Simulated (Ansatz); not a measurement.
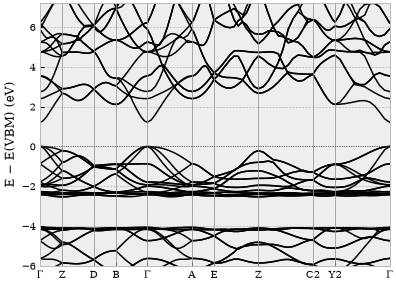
Figure: Band structure from plane-wave PAW LDA (Ansatz code)

Problem. Read off the gap and where the band edges lie.

Solution. About 1.2 eV (1.22 eV by a search for the band edges); maximum at Γ, minimum at Γ.

Problem. Which compound is it?
A. TePb, zinc blende
B. CuI, zinc blende
C. K2S, anti-fluorite
D. CuCl, zinc blende

Solution. B, CuI, zinc blende

Space group F-43m (zinc blende). Symmetry was held in the LDA relaxation. No spin polarisation was allowed. Point labels and valley counts follow the cell and symmetry of the run, lower than the named group. Scalar-relativistic: spin–orbit coupling is off unless named, which matters more the heavier the elements.

Potentials: the later of the program's two PAW sets.
